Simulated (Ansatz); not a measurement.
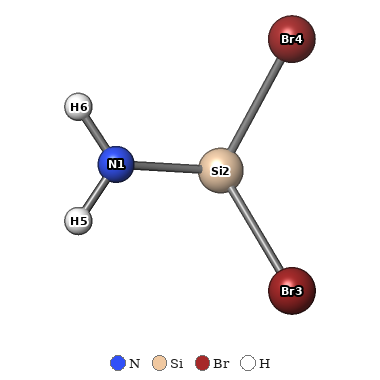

The system is Br2H2NSi, SMILES N[Si](Br)Br, spin multiplicity 2; the picture shows the reference structure. 
- The first coordinate is: umbrella angle at N1 (between each of its bonds and their common axis; 90 is planar); the second: change of the bonds N1–Si2, N1–H5, N1–H6, all alike.
- Nothing is relaxed (all other coordinates rigid).
- Grid: 13 × 13 points.
- Points are written as (first, second).
- All energies are given in kJ/mol relative to the relaxed molecule at the same level.
- Method: Ansatz 0.2.0, UKS PBE0-D4/def2-SVP.

Its coordinates:

```yaml
atoms:
  - { symbol: N, position_ang: [-0.0654, 0.8910, -0.1384] }
  - { symbol: Si, position_ang: [-0.3435, -0.7232, 0.3696] }
  - { symbol: Br, position_ang: [1.4500, -1.3414, 1.5676] }
  - { symbol: Br, position_ang: [-0.6013, -1.9498, -1.4915] }
  - { symbol: H, position_ang: [0.3282, 1.5805, 0.4932] }
  - { symbol: H, position_ang: [-0.6007, 1.3033, -0.8953] }
```

Range: umbrella angle at N1 (between each of its bonds and their common axis; 90 is planar) from 66 to 114°; change of the bonds N1–Si2, N1–H5, N1–H6, all alike from −0.137 to 0.212 Å.

What landscape does the calculation give?

Answer. The lowest grid point is at (98°, 0.008 Å), 0.35 kJ/mol from the relaxed molecule at the same level. No other kind of well shows on this grid. The highest grid point, (66°, −0.137 Å), lies 198 kJ/mol above the lowest.

```
second ↓, first →   66   70   74   78   82   86   90   94   98  102  106  110  114
            0.212  166  169  174  179  182  184  183  180  174  167  160  154  151
            0.183  133  134  138  141  144  145  144  141  137  131  125  121  119
            0.154  103  103  104  107  109  109  109  106  102   97   93   90   90
            0.125   77   75   75   76   77   77   76   74   71   67   64   63   64
            0.096   55   51   49   49   50   49   48   47   44   42   40   40   43
            0.067   38   32   29   28   27   27   26   24   23   21   21   22   27
            0.037   28   20   16   13   12   11    9    8    7    7    8   11   18
            0.008   26   16   10    7    4    3    2    1    0    1    3    8   17
           −0.021   34   22   15   10    6    4    3    3    3    4    8   14   25
           −0.050   52   39   30   24   20   17   16   16   17   19   24   32   44
           −0.079   84   69   59   51   46   43   42   42   44   47   53   63   77
           −0.108  132  115  103   95   89   85   84   84   86   91   98  110  126
           −0.137  198  180  166  156  150  146  144  145  148  153  162  175  193
```

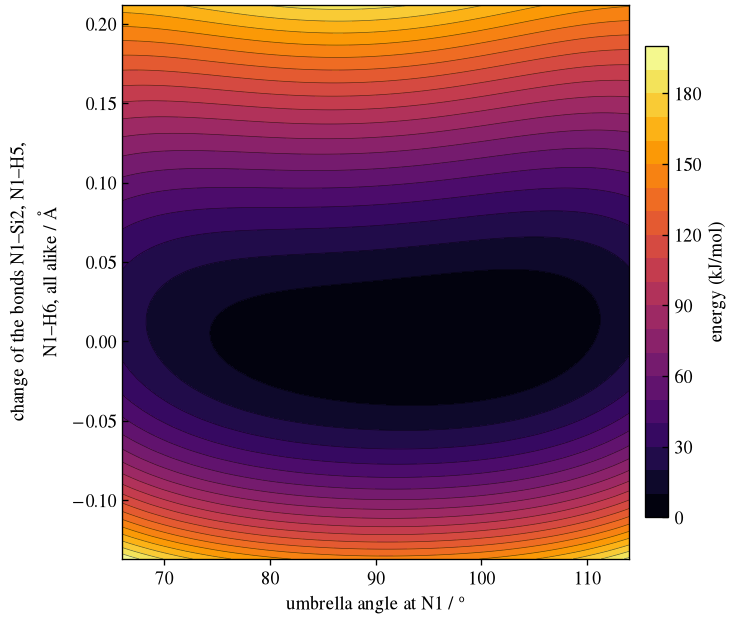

Drawn: filled contours. Between grid points the surface is interpolated.

Time for the 169 points that were run: 31 min on 1 thread of Arm Neoverse V2 (shared host).
